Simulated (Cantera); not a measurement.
A closed system holds: 1 mol FeS, 1.7 mol O₂, 5.8 mol CO₂, equilibrated at 58.5 Torr.

These are equilibrium values from Cantera (NASA tables, ideal gas, pure condensed phases), not measurements of a reactor. Candidate condensed phases: C, Fe, Fe(CO)₅, FeO, FeS, FeSO₄, FeS₂, Fe₂O₃, Fe₂(SO₄)₃, Fe₃O₄, S; 25 gas species. Mutual solubility and eutectic melting of coexisting phases are not modelled. Equilibrium is a limit: real reactors are often held back by kinetics, nucleation or transport.

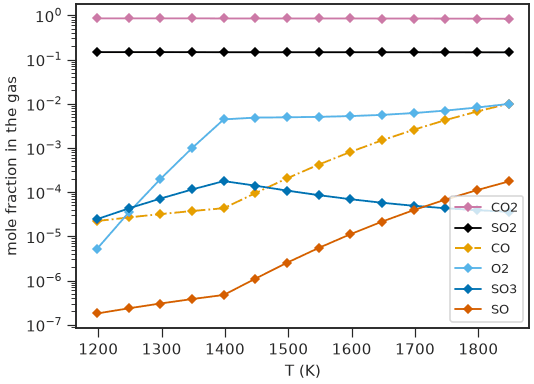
Equilibrium gas composition (values under 1e-9 drawn at 1e-9)

From 1198 K to 1398 K the condensed part is Fe₂O₃(s) + Fe₃O₄(s). From 1448 K to 1848 K the condensed part is Fe₃O₄(s).
